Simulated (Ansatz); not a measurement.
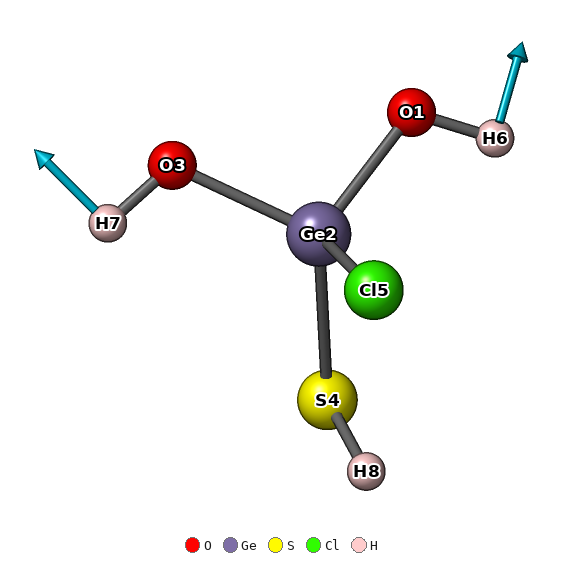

The arrows show one normal mode. Harmonic vibrations computed with RKS PBE0-D4/def2-TZVP (Ansatz 0.2.0) at a stationary point of the same level.

Q: Describe the motion.

A: Mostly Ge–O–H bending.

Q: Estimate its harmonic wavenumber.

A: 959 cm⁻¹; it is mode 15 of 18 counted from the lowest.
